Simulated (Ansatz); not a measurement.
# Glassy 47P2O5-53CaO (mol %) (83 atoms) under strain: runs compared

How stiff is glassy 47P2O5-53CaO (mol %) (83 atoms), and how do its levels respond to strain?

Computed with Ansatz 0.2.0: Kohn-Sham DFT, PBE, PAW (set soft_2), plane waves.

## 1. The cell as built

The cell holds 83 atoms: 18 P, 10 Ca and 55 O. Cell: a = 10.750 Å, b = 10.750 Å, c = 10.750 Å, α = 90.0°, β = 90.0°, γ = 90.0°. 83 atoms (18 P, 10 Ca, 55 O) placed at random at 2.65 g/cm³, melted at 4000 K for 10 ps at fixed volume with the Morse and Coulomb pair potential with partial charges (Pedone, Malavasi, Menziani, Cormack and Segre, J. Phys. Chem. B 110, 11780 (2006)). Quenched from 4000 K to 300 K at 500 K/ps and fixed volume, held 10 ps at zero pressure.

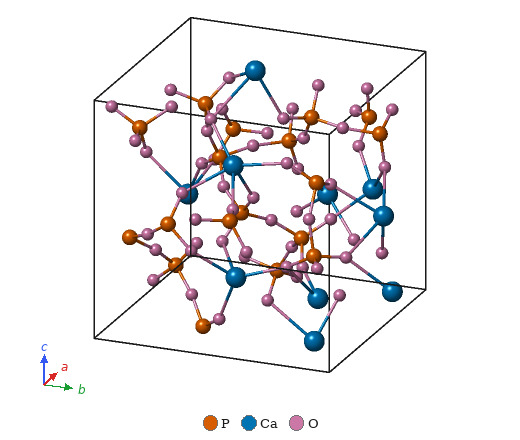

The cell as built.

What the set-up can't give: The quench rate of 500 K/ps is many orders above laboratory rates, so the cell is likely richer in defects and strain than a real sample. The network of bonds at the start is that of the classical potential that made the cell, and needn't be the one that DFT or experiment would give. Only the Γ point is sampled.

## 2. The reference run

The reference is a single point at the end of the relaxation.

Every strained cell starts from the geometry of this run, and its atoms are relaxed with the cell held.

Its input, with most atom lines left out:

```yaml
crystal:
  lattice:
    - [10.80412, -0.14925, 0.00765]
    - [-0.14925, 10.65167, -0.13732]
    - [0.00765, -0.13732, 10.20052]
  atoms:
    - { symbol: P, position: [0.92536, 0.53164, 0.44189] }
    - { symbol: P, position: [0.52241, 0.43001, 0.39939] }
    - { symbol: P, position: [0.56542, 0.21538, 0.779] }
    - { symbol: P, position: [0.85297, 0.92595, 0.65446] }
    - { symbol: P, position: [0.17238, 0.24149, 0.27817] }
    - { symbol: P, position: [0.14566, 0.695, 0.42628] }
    - { symbol: P, position: [0.59536, 0.04901, 0.24298] }
    [... atom lines 8 to 83 left out ...]
kpoints:
  mp_grid: { grid: [1, 1, 1] }
hamiltonian:
  xc: pbe
scf:
  occupations: { method: fixed }
output:
  forces: true
  stress: true
  populations: intrinsic
  dos:
    method: { smearing: { sigma: 0.15 } }
    de: 0.1
    projected: { site_lists: { Ca: [Ca], O: [O], P: [P] } }
  eigenvalues: true
  write_density: true
  write_potential: true
  volumetric_format: npy
```

```
free energy per atom   : -759.6221 eV/atom
r.m.s. force component : 0.01025 eV/Å
pressure               : -0.008726 GPa
```

Filled and empty levels are parted by 4.69 eV (at Γ alone); a semilocal functional tends to put such gaps too low. In a disordered cell it changes from sample to sample, and tail or defect levels can set it.

## 3. The runs

Each row is one run, on 4 threads of Arm Neoverse V1, shared host. The free energy is the program's total, comparable only between runs with the same functional, potentials and atoms.

| run | atoms | outcome | ionic steps, all passes | free energy (eV) | time | host memory (GiB) |
| --- | --- | --- | --- | --- | --- | --- |
| Single point at the start | 83 | converged | - | -63036.366 | 13 s | 1.3 |
| Cell and atoms relaxed | 83 | converged | 37 | -63048.638 | 6.4 min | 1.3 |
| Single point at the relaxed geometry | 83 | converged | - | -63048.638 | 21 s | 1.4 |
| Volume -3 % | 83 | converged | 9 | -63048.507 | 2.2 min | 1.4 |
| Volume +3 % | 83 | converged | 11 | -63048.538 | 2.7 min | 1.4 |
| Volume -6 % | 83 | converged | 11 | -63048.051 | 2.6 min | 1.3 |
| Volume +6 % | 83 | converged | 11 | -63048.244 | 2.8 min | 1.5 |
| Volume -10 % | 83 | converged | 15 | -63046.827 | 3.2 min | 1.3 |
| Stretched by 1 % along x | 83 | converged | 8 | -63048.627 | 2 min | 1.4 |
| Compressed by 1 % along x | 83 | converged | 8 | -63048.620 | 1.8 min | 1.4 |
| Sheared by 2 % in xy | 83 | converged | 5 | -63048.608 | 68 s | 1.4 |

In some runs the program notes that the SCF threshold is loose for the stress.

## 4. Pressure against volume

Atoms are relaxed at each volume, in the scaled cell.

| volume change (%) | volume (Å³/atom) | energy change (meV/atom) | pressure (GPa) | largest move on relaxing (Å) | bonds | gap (eV) |
| --- | --- | --- | --- | --- | --- | --- |
| -10 | 12.724 | 21.81 | 5.40 | 0.39 | 134 | 5.04 |
| -6 | 13.290 | 7.07 | 2.95 | 0.22 | 133 | 4.91 |
| -3 | 13.714 | 1.58 | 1.36 | 0.11 | 131 | 4.80 |
| +0 | 14.138 | 0.00 | -0.01 | - | 130 | 4.69 |
| +3 | 14.562 | 1.21 | -0.95 | 0.27 | 129 | 4.65 |
| +6 | 14.986 | 4.75 | -1.80 | 0.38 | 127 | 4.57 |

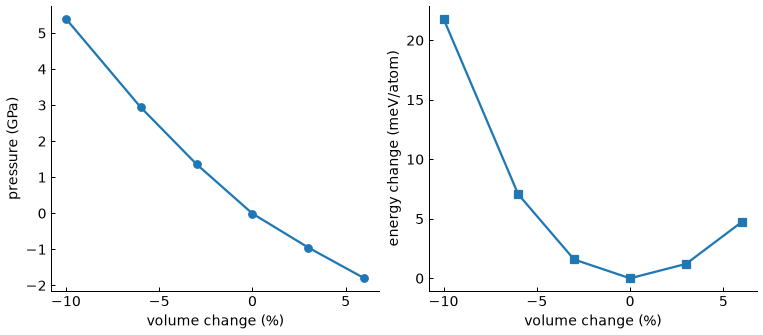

Pressure and energy against volume.

## 5. Uniaxial strain and shear

Stress (GPa, compression positive) less that of the relaxed cell, atoms relaxed:

| strain | xx | yy | zz | xy | energy change (meV/atom) |
| --- | --- | --- | --- | --- | --- |
| stretched by 1 % along x | -0.552 | -0.176 | -0.300 | -0.134 | 0.14 |
| compressed by 1 % along x | 0.672 | 0.261 | 0.322 | 0.079 | 0.21 |
| sheared by 2 % in xy | -0.139 | -0.176 | 0.039 | -0.378 | 0.37 |

## 6. What came out

The bulk modulus, from the slope of pressure against ln V over the three points nearest the relaxed volume, is 38.6 GPa; a quadratic over all points gives a pressure derivative of about 5.9. The count of bonds runs from 127 to 134 over the series, so at some points contacts cross the cutoffs. The gap goes from 5.04 eV at the smallest volume to 4.57 eV at the largest, -2.9 eV per unit of ln V by a straight line, on the run's k-points. In the Cartesian axes of the cell, finite differences give C11 = 61.2, C12 = 21.8, C13 = 31.1 and C66 = 18.9 GPa (the shear of 2 % is the engineering strain, εxy = 0.01). The mean of C11, C12 and C13, which equals the bulk modulus in a cubic or isotropic solid, is 38.0 GPa: it agrees with the bulk modulus within 10 %. For an isotropic solid C66 would equal (C11 − C12)/2 = 19.7 GPa; so small a sample needn't be isotropic, and C66 rests on one shear. With the bulk modulus and C66 as K and G, Young's modulus would be about 49 GPa and Poisson's ratio 0.29.

Caveats: Strains are finite and relaxations stop at the force tolerance of the input, which can leave moduli too stiff; they are those of a static cell at zero temperature. Volumes are changed with the cell's shape held, so in an anisotropic solid the modulus lies over the one under free hydrostatic load. The program notes that the SCF threshold of the relaxations is loose for the stress.

The DFT runs together took 25 min of wall time.

[Logs are printed without paths, hosts, clocks, repeated set-up lines and the standing remarks that a program may print on its own settings, such as how far it seeks lower states.]

[Hosts, paths, dates, database ids (printed as entryN), source tags and the programs' standing remarks are cut or masked in the printed files.]
